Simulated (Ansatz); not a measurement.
## Phonons of N (P6_3/mmc)

The plan: relax N (P6_3/mmc), check its phonons, and, if the lattice is stable, compute its Eliashberg function and ρ(T).

Method: DFT LDA, scalar-relativistic, plane waves, PAW, in Ansatz 0.2.0.

## 1. The structure

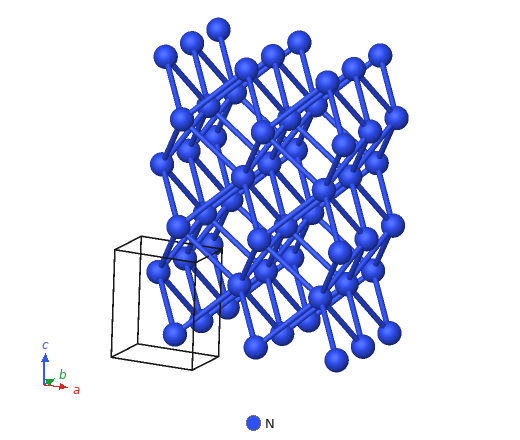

The starting structure, seen slightly off an axis (nitrogen blue). 3×3×3 cells are drawn.

Coordinates:

```cif
data_structure
_symmetry_space_group_name_H-M 'P 1'
_symmetry_Int_Tables_number 1
_cell_length_a 2.5195
_cell_length_b 2.5195
_cell_length_c 2.4460
_cell_angle_alpha 90.000
_cell_angle_beta 90.000
_cell_angle_gamma 120.000
_cell_volume 13.45
loop_
_atom_site_label
_atom_site_type_symbol
_atom_site_fract_x
_atom_site_fract_y
_atom_site_fract_z
_atom_site_occupancy
N1 N 0.66667 0.33333 0.25000 1
N2 N 0.33333 0.66667 0.75000 1
```

## 2. Relaxing cell and atoms

Lattice constant and positions set the bands and the force constants, so the cell is relaxed first.

Contents of input.yaml:

```yaml
crystal:
  lattice:
    - [2.5194737886, 0.0, 0.0]
    - [-1.2597368943, 2.1819283051, 0.0]
    - [0.0, 0.0, 2.446002]
  atoms:
    - { symbol: "N", position: [0.66666667, 0.33333333, 0.25] }
    - { symbol: "N", position: [0.33333333, 0.66666667, 0.75] }
kpoints:
  mp_grid: { grid: [15, 15, 12] }
hamiltonian:
  xc: lda
scf:
  occupations: { method: gaussian, width: 0.1 }
output:
  forces: true
  stress: true
  eigenvalues: true
relax:
  adjacent_minimum: "off"
  f_tol: 0.005
  max_steps: 80
  cell: { stress_tol: 0.05 }
```

Launch:

```bash
ansatz run input.yaml --threads 4 --pin off --max-ram 10240MiB --backend cpu --events-out ev --progress --plain --runs-dir out
```

Numbers of over 12 decimals in the logs are rounded to 6 here.

The program printed:

```text
Engine: ansatz 0.2.0, aarch64-unknown-linux-gnu
Pseudopotentials: kind: paw
Pseudopotential: N, paw, valence charge 5, recommended cutoff 420 eV (normal), N.paw.azcp
Functional definition: SPW92
  exchange = slater_x
  correlation = pw_c
Crystal: 2 atoms, lattice volume = 13.446 Å³
Basis set: ecut = 420 eV, 255 PW (Γ)
Bands: 9, of which v1, the nominal top of the filled ones, is band 5 counted from 1 (4 counted from 0)
Symmetry: 24 space group operations
Space group: P63/mmc (ITA 194), of the structure as read, at distance tolerance 2.4e-5 Å
k-points: 189 of 2700
Non-local potential: N, projectors of the file, l = 0: 2, l = 1: 2, l = 2: 1
PAW form: soft (Blöchl's): semilocal exchange-correlation on the pseudo side does not see the compensation charge
PAW frozen core: N, regenerated for the run's functional, and the local potential with it (the file was generated under x = pbe(κ = 0.804, μ = 0.219515), c = pbe(β = 0.066725))
PAW one-centre angular grid: N, 110 points (default); XC on 64 Gauss nodes
Initial density: superposition of atomic densities (neutral atoms: chi_scale 0, normalization atom), corrected by the library's trained network
Initial wavefunctions: pseudopotential atomic-orbital guess
Functional: x = slater, c = lda
SCF iter   1: F=—  HF=-740.834843 eV  |F-HF|=—  |Δ(HF+E_count)|=         —  Δρ=1.16e-2  dr2=8.62e-3  ethr=1.77e-3  ⟨swp⟩=4.6  Hψ=10355  notcnv=0
preconditioner: auto → none  [metal: Δε(μ)=0.018 eV  Ē_g=15.026 eV  σ=0.100 eV  W_gap=0.10  n_scr=2 (ndim 8)  ℏωp=32.0 eV  f_vac=0.000  D(μ)=0.69/eV (n_scr^D=8)  sad-step TF]
SCF iter   2: F=—  HF=-740.833006 eV  |F-HF|=—  |Δ(HF+E_count)|=   1.84e-3  Δρ=6.40e-3  dr2=2.72e-3  ethr=8.62e-5  ⟨swp⟩=1.0  Hψ=3213  notcnv=0
SCF iter   3: F=—  HF=-740.832356 eV  |F-HF|=—  |Δ(HF+E_count)|=   6.51e-4  Δρ=3.27e-4  dr2=6.66e-6  ethr=2.72e-5  ⟨swp⟩=2.6  Hψ=2690  notcnv=0
SCF iter   4: F=—  HF=-740.832356 eV  |F-HF|=—  |Δ(HF+E_count)|=   8.46e-7  Δρ=5.02e-5  dr2=1.59e-7  ethr=6.66e-8  ⟨swp⟩=2.1  Hψ=2441  notcnv=0
iter 5 did not close the SCF: its close was put off for the readings that it lacked (scf_convergence_deferred on its scf_iter line)
SCF iter   5: F=-740.832356 eV  HF=-740.832356 eV  |F-HF|=8.38e-11  |Δ(HF+E_count)|=   6.31e-8  Δρ=4.09e-6  dr2=8.32e-10  ethr=1.59e-9  ⟨swp⟩=2.5  Hψ=2627  notcnv=0
SCF iter   6: F=-740.832356 eV  HF=-740.832356 eV  |F-HF|=1.14e-13  |Δ(HF+E_count)|=  4.15e-11  Δρ=1.39e-7  dr2=5.56e-13  ethr=8.32e-12  ⟨swp⟩=1.7  Hψ=4895  notcnv=0
SCF 1 converged in 6 iterations: F = -740.832356 eV  dr2 = 5.56e-13
  greatest PAW one-centre occupation: 0.849 electrons in one spin orbital (limit 2), on the N atom at site 1 (counted from 0), in its partial waves of l = 0
relax step   1: F+E_penalty+E_count = -740.83235630 eV  Δ(F+E_penalty+E_count) = +0.000e0 eV  max|allowed force component| = 1.758e-16 eV/Å  Δτ_max = 0.0000 Å  P = -6.656 GPa  Ω = 13.446 Å³  (6 SCF iters, dr2 threshold 1.00e-7 eV, accepted)
Crystal: 2 atoms, lattice volume = 13.317 Å³
Basis set: ecut = 420 eV, 253 PW (Γ)
Initial density: handed on by an earlier stage of this run
Initial wavefunctions: those handed on with the density
iter 1 solved again at ethr=9.70e-6 eV; its pass at ethr=3.10e-3 eV (dr2=9.70e-4 eV) is discarded
SCF iter   1: F=—  HF=-740.837120 eV  |F-HF|=—  |Δ(HF+E_count)|=         —  Δρ=4.93e-3  dr2=1.15e-3  ethr=9.70e-6  ⟨swp⟩=1.3  Hψ=13677  notcnv=0
preconditioner: auto → none  [metal: Δε(μ)=0.077 eV  Ē_g=15.113 eV  σ=0.100 eV  W_gap=0.38  n_scr=0 (ndim 8)  ℏωp=32.2 eV  f_vac=0.000  D(μ)=0.60/eV (n_scr^D=2)]
SCF iter   2: F=—  HF=-740.836735 eV  |F-HF|=—  |Δ(HF+E_count)|=   3.84e-4  Δρ=1.96e-3  dr2=1.43e-4  ethr=9.70e-6  ⟨swp⟩=2.1  Hψ=2631  notcnv=0
SCF iter   3: F=—  HF=-740.836695 eV  |F-HF|=—  |Δ(HF+E_count)|=   3.98e-5  Δρ=2.28e-4  dr2=1.14e-6  ethr=1.43e-6  ⟨swp⟩=2.2  Hψ=2651  notcnv=0
iter 4 did not close the SCF: its close was put off for the readings that it lacked (scf_convergence_deferred on its scf_iter line)
SCF iter   4: F=-740.836696 eV  HF=-740.836696 eV  |F-HF|=5.09e-10  |Δ(HF+E_count)|=   1.94e-7  Δρ=1.11e-5  dr2=4.22e-9  ethr=1.14e-8  ⟨swp⟩=1.0  Hψ=1702  notcnv=0
iter 5 did not close the SCF: its close was put off for the readings that it lacked (scf_convergence_deferred on its scf_iter line)
SCF iter   5: F=-740.836696 eV  HF=-740.836696 eV  |F-HF|=4.32e-12  |Δ(HF+E_count)|=   1.30e-9  Δρ=4.77e-7  dr2=9.69e-12  ethr=4.22e-11  ⟨swp⟩=2.1  Hψ=2268  notcnv=0
SCF iter   6: F=-740.836696 eV  HF=-740.836696 eV  |F-HF|=2.27e-13  |Δ(HF+E_count)|=  1.14e-12  Δρ=3.93e-8  dr2=8.26e-14  ethr=1.00e-12  ⟨swp⟩=1.0  Hψ=4165  notcnv=0
SCF 2 converged in 6 iterations: F = -740.836696 eV  dr2 = 8.26e-14
relax step   2: F+E_penalty+E_count = -740.83669560 eV  Δ(F+E_penalty+E_count) = -4.339e-3 eV  max|allowed force component| = 1.295e-16 eV/Å  Δτ_max = 0.0000 Å  P = -2.238 GPa  Ω = 13.317 Å³  energy of the carried Pulay correction = +8.790e-4 eV  (6 SCF iters, dr2 threshold 2.00e-7 eV, accepted)
Crystal: 2 atoms, lattice volume = 13.286 Å³
iter 1 solved again at ethr=1.70e-6 eV; its pass at ethr=3.10e-3 eV (dr2=1.70e-4 eV) is discarded
SCF iter   1: F=—  HF=-740.846501 eV  |F-HF|=—  |Δ(HF+E_count)|=         —  Δρ=2.32e-3  dr2=1.54e-4  ethr=1.70e-6  ⟨swp⟩=1.8  Hψ=13247  notcnv=0
preconditioner: auto → none  [metal: Δε(μ)=0.059 eV  Ē_g=15.138 eV  σ=0.100 eV  W_gap=0.31  n_scr=0 (ndim 8)  ℏωp=32.2 eV  f_vac=0.000  D(μ)=0.55/eV (n_scr^D=2)]
SCF iter   2: F=—  HF=-740.846462 eV  |F-HF|=—  |Δ(HF+E_count)|=   3.95e-5  Δρ=9.86e-4  dr2=2.34e-5  ethr=1.54e-6  ⟨swp⟩=1.0  Hψ=1701  notcnv=0
iter 3 did not close the SCF: its close was put off for the readings that it lacked (scf_convergence_deferred on its scf_iter line)
SCF iter   3: F=-740.846456 eV  HF=-740.846456 eV  |F-HF|=2.06e-8  |Δ(HF+E_count)|=   5.73e-6  Δρ=6.92e-5  dr2=8.75e-8  ethr=2.34e-7  ⟨swp⟩=1.0  Hψ=1707  notcnv=0
iter 4 did not close the SCF: its close was put off for the readings that it lacked (scf_convergence_deferred on its scf_iter line)
SCF iter   4: F=-740.846456 eV  HF=-740.846456 eV  |F-HF|=6.86e-10  |Δ(HF+E_count)|=   1.13e-8  Δρ=8.84e-6  dr2=1.92e-9  ethr=8.75e-10  ⟨swp⟩=2.1  Hψ=2514  notcnv=0
iter 5 did not close the SCF: its close was put off for the readings that it lacked (scf_convergence_deferred on its scf_iter line)
SCF iter   5: F=-740.846456 eV  HF=-740.846456 eV  |F-HF|=7.50e-12  |Δ(HF+E_count)|=  7.34e-10  Δρ=5.08e-7  dr2=1.49e-11  ethr=1.92e-11  ⟨swp⟩=1.1  Hψ=1731  notcnv=0
SCF iter   6: F=-740.846456 eV  HF=-740.846456 eV  |F-HF|=2.27e-13  |Δ(HF+E_count)|=  5.68e-12  Δρ=1.37e-8  dr2=1.56e-14  ethr=1.00e-12  ⟨swp⟩=1.0  Hψ=4204  notcnv=0
SCF 3 converged in 6 iterations: F = -740.846456 eV  dr2 = 1.56e-14
relax step   3: F+E_penalty+E_count = -740.84645581 eV  Δ(F+E_penalty+E_count) = -9.760e-3 eV  max|allowed force component| = 1.665e-16 eV/Å  Δτ_max = 0.0000 Å  P = -2.970 GPa  Ω = 13.286 Å³  energy of the carried Pulay correction = +1.414e-3 eV  (6 SCF iters, dr2 threshold 2.00e-7 eV, accepted)
[...]
relax step   4: F+E_penalty+E_count = -740.84987443 eV  Δ(F+E_penalty+E_count) = -3.419e-3 eV  max|allowed force component| = 4.626e-18 eV/Å  Δτ_max = 0.0000 Å  P = -0.096 GPa  Ω = 13.117 Å³  energy of the carried Pulay correction = +3.177e-3 eV  (6 SCF iters, dr2 threshold 2.00e-7 eV, accepted)
[...]
relax step   5: F+E_penalty+E_count = -740.84993630 eV  Δ(F+E_penalty+E_count) = -6.187e-5 eV  max|allowed force component| = 3.701e-16 eV/Å  Δτ_max = 0.0000 Å  P = -0.002 GPa  Ω = 13.111 Å³  energy of the carried Pulay correction = +3.237e-3 eV  (6 SCF iters, dr2 threshold 3.58e-8 eV, accepted)
[...]
relax step   6: F+E_penalty+E_count = -740.84712907 eV  Δ(F+E_penalty+E_count) = +2.807e-3 eV  max|allowed force component| = 3.238e-16 eV/Å  Δτ_max = 0.0000 Å  P = -0.305 GPa  Ω = 13.111 Å³  stress off target by 5.16e-1 GPa  SCF on the basis re-selected at this cell (its energy is not comparable with the rows above)  (8 SCF iters)
[...]
relax step   7: F+E_penalty+E_count = -740.84730988 eV  Δ(F+E_penalty+E_count) = -1.808e-4 eV  max|allowed force component| = 3.562e-16 eV/Å  Δτ_max = 0.0000 Å  P = -0.004 GPa  Ω = 13.095 Å³  energy of the carried Pulay correction = +1.635e-4 eV  (7 SCF iters, dr2 threshold 2.00e-7 eV, accepted)
iter 1 solved again at ethr=8.34e-9 eV; its pass at ethr=3.10e-3 eV (dr2=8.34e-7 eV) is discarded
SCF iter   1: F=—  HF=-740.847207 eV  |F-HF|=—  |Δ(HF+E_count)|=         —  Δρ=7.39e-6  dr2=9.89e-10  ethr=8.34e-9  ⟨swp⟩=2.7  Hψ=15078  notcnv=0
SCF iter   2: F=—  HF=-740.847207 eV  |F-HF|=—  |Δ(HF+E_count)|=  5.77e-10  Δρ=3.47e-6  dr2=1.81e-10  ethr=9.89e-12  ⟨swp⟩=2.4  Hψ=2617  notcnv=0
iter 3 did not close the SCF: its close was put off for the readings that it lacked (scf_convergence_deferred on its scf_iter line)
SCF iter   3: F=-740.847207 eV  HF=-740.847207 eV  |F-HF|=1.93e-12  |Δ(HF+E_count)|=  1.44e-10  Δρ=3.19e-7  dr2=1.78e-12  ethr=1.81e-12  ⟨swp⟩=2.0  Hψ=2648  notcnv=0
iter 4 did not close the SCF: its close was put off for the readings that it lacked (scf_convergence_deferred on its scf_iter line)
SCF iter   4: F=-740.847207 eV  HF=-740.847207 eV  |F-HF|=0.00e0  |Δ(HF+E_count)|=  2.16e-12  Δρ=1.05e-8  dr2=3.76e-15  ethr=1.00e-12  ⟨swp⟩=1.0  Hψ=1701  notcnv=0
iter 5 did not close the SCF: its close was put off for the readings that it lacked (scf_convergence_deferred on its scf_iter line)
SCF iter   5: F=-740.847207 eV  HF=-740.847207 eV  |F-HF|=2.27e-13  |Δ(HF+E_count)|=  1.14e-13  Δρ=8.66e-10  dr2=2.38e-17  ethr=1.00e-12  ⟨swp⟩=1.0  Hψ=1701  notcnv=0
iter 6 did not close the SCF: its close was put off for the readings that it lacked (scf_convergence_deferred on its scf_iter line)
SCF iter   6: F=-740.847207 eV  HF=-740.847207 eV  |F-HF|=1.14e-13  |Δ(HF+E_count)|=  1.14e-13  Δρ=9.12e-11  dr2=7.36e-19  ethr=1.00e-12  ⟨swp⟩=1.0  Hψ=1701  notcnv=0
SCF iter   7: F=-740.847207 eV  HF=-740.847207 eV  |F-HF|=3.41e-13  |Δ(HF+E_count)|=  2.27e-13  Δρ=7.55e-12  dr2=3.41e-21  ethr=1.00e-12  ⟨swp⟩=1.0  Hψ=4158  notcnv=0
SCF 8 converged in 7 iterations: F = -740.847207 eV  dr2 = 3.41e-21
relax step   8: F+E_penalty+E_count = -740.84720670 eV  Δ(F+E_penalty+E_count) = +1.032e-4 eV  max|allowed force component| = 3.793e-16 eV/Å  Δτ_max = 0.0000 Å  P = -0.010 GPa  Ω = 13.095 Å³  stress off target by 1.21e-2 GPa  SCF on the basis re-selected at this cell (its energy is not comparable with the rows above)  (7 SCF iters)
basis re-selected at this cell: Δ(F+E_penalty+E_count) = +1.032e-4 eV, ΔP = -0.006 GPa vs the last step (what re-selecting the basis moved, of the pressure what is left beyond the Pulay correction that the steps carried, after the strain that the cell walked since its last selection, with what the two solves' SCF thresholds leave and, on support functions, any second-order correction that the steps lacked; it is no m [...]
SCF converged after 7 iterations
Free energy (F): -740.847207 eV
Harris-Foulkes:  -740.847207 eV  (|F-HF|=3.41e-13)
Internal energy: -740.844218 eV  (E = F + TS)
E sigma→0 (E₀):  -740.845713 eV
Entropy (-TS):   -0.002988 eV (-1.494 meV/atom)
Fermi energy:    10.605499 eV
--- Per-component energies (eV) ---
  E_band       = 19.780189
  E_kinetic    = 245.170079
  E_local      = -242.428914  (includes V_loc(G=0)·N_el)
  E_nonlocal   = 96.957131
  E_hartree    = 51.829999
  E_xc         = -116.152807
  E_vxc        = -148.248663  (∫ρ·V_xc dr)
  E_paw        = -231.834405  (= ΣΔE_a)
  E_vpaw       = -35.329571  (= ΣTr[D̂ρ^β])
  E_aug_tail   = 0.000131  (compensation charges beyond the density's cutoff)
  E_ewald      = -544.545520
  E_core_change = 0.160088  (= ΣΔE_core)
  E_smearing   = -0.002988  (= −TS)
  E_closure    = -0.000000  (closes the sum)
  Σ components = -740.847207   (vs F -740.847207, Δ=0.00e0)
--- Forces (eV/Å), atoms counted from 1 ---
  atom   1  N     -0.00000000     0.00000000     0.00000000
  atom   2  N      0.00000000     0.00000000     0.00000000
  max |Σ_I F_I| component: 1.85e-17 eV/Å
--- Stress (GPa, compression-positive) ---
       -0.012089       0.000000       0.000000
        0.000000      -0.012089       0.000000
        0.000000       0.000000      -0.006619
  P = ⅓ Tr σ = -0.0103 GPa (-0.103 kbar)
--- Band table (eV; the first three rows and the last of 189) ---
  k-point 0: bands = ["-11.8528", "5.4747", "5.7520", "7.8779", "7.8779", "13.2848", "13.2848", "16.7454", "24.8837"]
  k-point 1: bands = ["-11.7059", "3.6162", "7.3098", "7.9840", "7.9840", "13.2414", "13.2414", "16.5815", "25.4741"]
  k-point 2: bands = ["-11.2663", "1.4430", "8.2961", "8.2961", "8.6736", "13.0962", "13.0962", "16.1134", "27.1028"]
  k-point 188: bands = ["-1.7793", "-1.7793", "1.6327", "1.6327", "6.4310", "6.4310", "16.5885", "16.5885", "30.9445"]
--- Relaxed structure (6 steps of the walk, 6 accepted, 2 SCFs on fresh bases) ---
  F+E_penalty+E_count = -740.84720670 eV   max|allowed force component| = 3.793e-16 eV/Å   (the final SCF, on the basis selected at the relaxed cell)
  cell:  # Å, volume = 13.0949 Å³
    - [2.510628, 0.0, 0.0]
    - [-1.255314, 2.174268, 0.0]
    - [0.0, 0.0, 2.398867]
  atoms:
    - { symbol: N, position: [0.666667, 0.333333, 0.250000] }
    - { symbol: N, position: [0.333333, 0.666667, 0.750000] }
```

The job ended after 4.3 s (4 threads of Arm Neoverse V1, shared host; peak memory 0.29 GiB).

Step by step:

```csv
step,energy less that of the first step (eV),largest force component (eV/Å),pressure (GPa),volume (Å³)
1,0.0000,0.0000,-6.66,13.45
2,-0.0043,0.0000,-2.24,13.32
3,-0.0141,0.0000,-2.97,13.29
4,-0.0175,0.0000,-0.10,13.12
5,-0.0176,0.0000,0.00,13.11
6*,-0.0148,0.0000,-0.30,13.11
7,-0.0150,0.0000,0.00,13.09
8*,-0.0149,0.0000,-0.01,13.09
```

Relaxation steps marked * repeat the geometry before them on a plane-wave basis chosen anew for their cell, so energy and pressure can jump there.

Forces are held to the 24 operations that the run works with; a distortion that breaks them can't arise in this run.

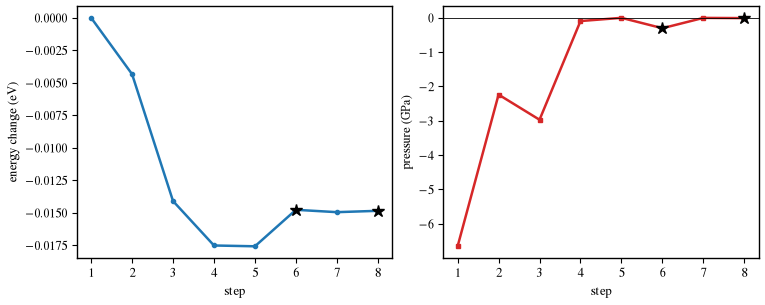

Energy and pressure along the relaxation. Stars mark steps on a basis chosen anew.

```csv
"conventional cell, symmetrised",before,after,change
a (Å),2.519,2.511,-0.4 %
b (Å),2.519,2.511,-0.4 %
c (Å),2.446,2.399,-1.9 %
volume (Å³/atom),6.72,6.55,-2.6 %
```

The relaxed structure:

```xyz
2
Lattice="2.5106 0.0000 0.0000 -1.2553 2.1743 0.0000 0.0000 0.0000 2.3989" Properties=species:S:1:pos:R:3 pbc="T T T"
N     1.2553    0.7248    0.5997
N     0.0000    1.4495    1.7992
```

This step gave:

| Item | Value |
| --- | --- |
| pressure | -0.01027 GPa |
| volume per atom | 6.547 Å³ |
| metallic on mesh | yes |
| gap on the k-mesh | 0 eV |

The largest force is now zero by symmetry and the largest stress component 0.012 GPa.

## 3. Relaxing tightly for phonons

No force is left; the cell is relaxed once more with another smearing and tight thresholds.

input.yaml, the sections that differ from step 2:

```yaml
crystal:
  lattice:
    - [2.5106280495, 0.0, 0.0]
    - [-1.2553140247, 2.1742676703, 0.0]
    - [0.0, 0.0, 2.3988673337]
  atoms:
    - { symbol: "N", position: [0.6666666667, 0.3333333333, 0.25] }
    - { symbol: "N", position: [0.3333333333, 0.6666666667, 0.75] }
scf:
  occupations: { method: methfessel_paxton, width: 0.2 }
relax:
  adjacent_minimum: "off"
  f_tol: 0.001
  max_steps: 60
  cell: { stress_tol: 0.01 }
# kpoints, hamiltonian, output: as in step 2
```

The program printed:

```text
[the first part of the log is left out]
  E_xc         = -116.155811
  E_vxc        = -148.252697  (∫ρ·V_xc dr)
  E_paw        = -231.836681  (= ΣΔE_a)
  E_vpaw       = -35.332066  (= ΣTr[D̂ρ^β])
  E_aug_tail   = 0.000131  (compensation charges beyond the density's cutoff)
  E_ewald      = -544.597222
  E_core_change = 0.160088  (= ΣΔE_core)
  E_smearing   = 0.000436  (= −TS)
  E_closure    = -0.000000  (closes the sum)
  Σ components = -740.845156   (vs F -740.845156, Δ=0.00e0)
[...]
--- Stress (GPa, compression-positive) ---
       -0.003614      -0.000000       0.000000
       -0.000000      -0.003614       0.000000
        0.000000       0.000000      -0.005490
  P = ⅓ Tr σ = -0.0042 GPa (-0.042 kbar)
--- Band table (eV; the first three rows and the last of 189) ---
[...]
--- Relaxed structure (4 steps of the walk, 4 accepted, 1 SCFs on fresh bases) ---
[...]
cell:  # Å, volume = 13.0908 Å³
    - [2.510499, -2.8865964657545255e-11, 0]
    - [-1.255249, 2.174156, 0]
    - [0, 0, 2.398374]
  atoms:
    - { symbol: N, position: [0.666667, 0.333333, 0.25] }
    - { symbol: N, position: [0.333333, 0.666667, 0.750000] }
```

Run time: 2.4 s. Hardware: 4 threads; peak memory 0.28 GiB; 8.2 s of CPU time.

Little changed from the start: no atom moved by 0.005 Å and no cell edge by 0.1 %.

Numbers from this step:

- pressure: -0.004239 GPa
- volume per atom: 6.545 Å³

The largest force is now zero by symmetry and the largest stress component 0.0055 GPa, small enough for phonons.

[end of part 1 of 2]

[Logs are printed without paths, hosts, clocks, repeated set-up lines and the standing remarks that a program may print on its own settings, such as how far it seeks lower states.]

[Hosts, paths, dates, database ids (printed as entryN), source tags and the programs' standing remarks are cut or masked in the printed files.]
